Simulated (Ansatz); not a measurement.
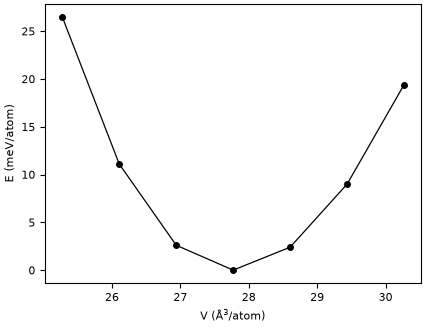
Figure: CaCl2 in space group Pbcn (No. 60; Ca on 4c, Cl on 8d) under volume change, plane-wave PAW r²SCAN (Ansatz code), shape and atoms relaxed at each volume.

### Question
What does a third-order Birch–Murnaghan fit give for V₀, B₀ and B′?

### Answer
V₀ = 27.77 Å³/atom, B₀ = 32.3 GPa, B′ = 4.4.

The first step of the workflow began from a Materials Project structure, measured or hypothetical; the Crystallography Open Database copy checked does not list it. COD files the formula under space group No. 58, so this cell is another polymorph or a model. Its standing as an ambient phase is unchecked. The cell was relaxed with r²SCAN under the symmetry of its start; its stability against distortions is not shown here.

Potentials: the later of the program's two PAW sets.
